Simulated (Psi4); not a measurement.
# HF/6-31+G(d,p) (spherical functions, sweep point 5) run of BF3 (boron trifluoride)

What is the vertical singlet–triplet gap of BF3 (boron trifluoride) at HF/6-31+G** (spherical functions, sweep point 5)? 

Program for the calculation: Psi4 1.11.

## 1. The structure to begin with

The species is BF3 (4 atoms), meant as a singlet with charge 0. As SMILES, `FB(F)F`. Geometry: relaxed at PBE0-D4/def2-TZVP.

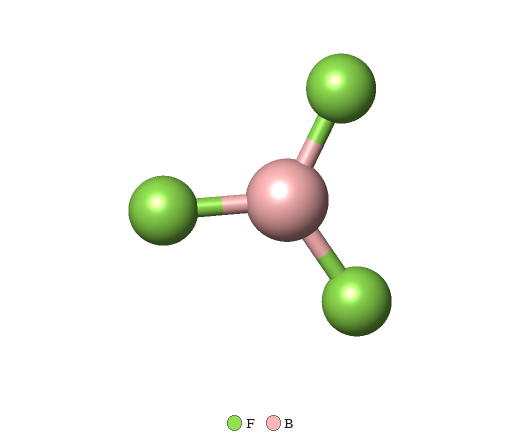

The structure, seen from a chosen angle (fluorine green, boron pink).

## 2. A single-point energy at HF/6-31+G(d,p) (spherical functions, sweep point 5)

Contents of bf3.dat:

```
memory 1.6 GB

molecule mol {
  0 1
  F      0.543870     0.210740     1.174280
  B      0.000020     0.000000     0.000010
  F     -0.265170    -1.223510    -0.389620
  F     -0.278730     1.012770    -0.784660
  symmetry c1
}

set basis 6-31+G**
set puream true
set scf_type pk

energy_value, wavefunction = energy("scf", return_wfn=True)
```

The run is started by

```
$ psi4 bf3.dat bf3.out -n 1
```

bf3.out:

```text
[...]
  Running in c1 symmetry.
[...]
  Nuclear repulsion =  111.109146270774374
[...]
  Multiplicity = 1
[...]
  Nalpha       = 16
  Nbeta        = 16
[...]
    Number of basis functions: 72
[...]
   @RHF iter   1:  -323.12963193270843   -9.46865e-01   6.66847e-03 DIIS/ADIIS
[...]
   @RHF iter   7:  -323.20406071863812   -1.10078e-08   2.33436e-07 DIIS
[...]
    Orbital Energies [Eh]
    ---------------------
    Doubly Occupied:
       1A    -26.351530     2A    -26.351524     3A    -26.351499
       4A     -7.794429     5A     -1.693290     6A     -1.650487
       7A     -1.650478     8A     -0.862414     9A     -0.817174
      10A     -0.817168    11A     -0.766673    12A     -0.704017
      13A     -0.704014    14A     -0.690368    15A     -0.690361
      16A     -0.665055
[...]
  @RHF Final Energy:  -323.20406071863812
   => Energetics <=
    Nuclear Repulsion Energy =            111.1091462707743744
    One-Electron Energy =                -671.5054497941538330
    Two-Electron Energy =                 237.1922428047412836
    Total Energy =                       -323.2040607186381180
[...]
 Multipole Moments:
 ------------------------------------------------------------------------------------
     Multipole            Electronic (a.u.)      Nuclear  (a.u.)        Total (a.u.)
 ------------------------------------------------------------------------------------
 L = 1.  Multiply by 2.5417464519 to convert [e a0] to [Debye]
 Dipole X            :          0.0000879           -0.0000102            0.0000777
 Dipole Y            :          0.0000025            0.0000000            0.0000025
 Dipole Z            :          0.0000411           -0.0000034            0.0000376
 Magnitude           :                                                    0.0000863
[...]
```

Run time: 3.3 s. Hardware: 1 thread of Intel Xeon at 2.70GHz, shared host; peak memory 0.24 GiB.

## 3. The triplet, same level

Contents of calc.inp:

```
memory 1.6 GB

molecule {
  0 3
  F      0.543870     0.210740     1.174280
  B      0.000020     0.000000     0.000010
  F     -0.265170    -1.223510    -0.389620
  F     -0.278730     1.012770    -0.784660
  symmetry c1
}

set reference uhf
set puream true
set scf_type pk
set maxiter 100

e_tot = energy('hf/6-31+G**')
```

The run is started by

```
$ psi4 -n 1 calc.inp calc.out
```

calc.out:

```text
[...]
  Running in c1 symmetry.
[...]
  Nuclear repulsion =  111.109146270774374
[...]
  Multiplicity = 3
[...]
  Nalpha       = 17
  Nbeta        = 15
[...]
    Number of basis functions: 72
[...]
   @UHF iter   1:  -322.70075071733550   -5.17984e-01   3.65186e-03 DIIS/ADIIS
[...]
   @UHF iter  12:  -322.74496552018525    2.54332e-07   5.40865e-07 DIIS
[...]
   @S^2 Observed:                2.047762063E+00
[...]
    Orbital Energies [Eh]
    ---------------------
    Alpha Occupied:
       1A    -26.433225     2A    -26.433204     3A    -26.433191
       4A     -7.703785     5A     -1.763516     6A     -1.726358
       7A     -1.726338     8A     -0.918598     9A     -0.882766
      10A     -0.882765    11A     -0.844451    12A     -0.792160
      13A     -0.792155    14A     -0.784807    15A     -0.784791
      16A     -0.781050    17A     -0.178483
    Alpha Virtual:
      18A      0.041115    19A      0.076194    20A      0.076194
      21A      0.087720    22A      0.268424    23A      0.284152
      24A      0.284154    25A      0.334001    26A      0.335011
[...]
  @UHF Final Energy:  -322.74496552018525
   => Energetics <=
    Nuclear Repulsion Energy =            111.1091462707743744
    One-Electron Energy =                -670.0996938096729991
    Two-Electron Energy =                 236.2455820187134350
    Total Energy =                       -322.7449655201852465
  UHF NO Occupations:
  HONO-2 :   15  A 1.9898145
  HONO-1 :   16  A 1.0000000
[...]
 Multipole Moments:
 ------------------------------------------------------------------------------------
     Multipole            Electronic (a.u.)      Nuclear  (a.u.)        Total (a.u.)
 ------------------------------------------------------------------------------------
 L = 1.  Multiply by 2.5417464519 to convert [e a0] to [Debye]
 Dipole X            :         -0.0013181           -0.0000102           -0.0013284
 Dipole Y            :          0.0001079            0.0000000            0.0001079
 Dipole Z            :          0.0007246           -0.0000034            0.0007211
 Magnitude           :                                                    0.0015153
[...]
```

Run time: 3.6 s. Hardware: 1 thread of Intel Xeon at 2.70GHz, shared host; peak memory 0.24 GiB.

## 4. Results

At HF/6-31+G** (spherical functions, sweep point 5):

| quantity | value |
| --- | --- |
| singlet: total energy | -323.20406 Eh |
| singlet: dipole moment | 0.00 D |
| singlet: HOMO energy | -18.10 eV |
| singlet: LUMO energy | 1.40 eV |
| singlet: HOMO–LUMO gap | 19.50 eV |
| triplet: total energy | -322.74497 Eh |
| triplet: dipole moment | 0.00 D |
| triplet: HOMO energy (highest over α and β) | -4.86 eV |
| triplet: ⟨S²⟩ | 2.048 |
| vertical energy of the triplet above the singlet | 12.493 eV |

In words: At this shape the triplet lies 12.49 eV (288 kcal/mol) above the singlet.
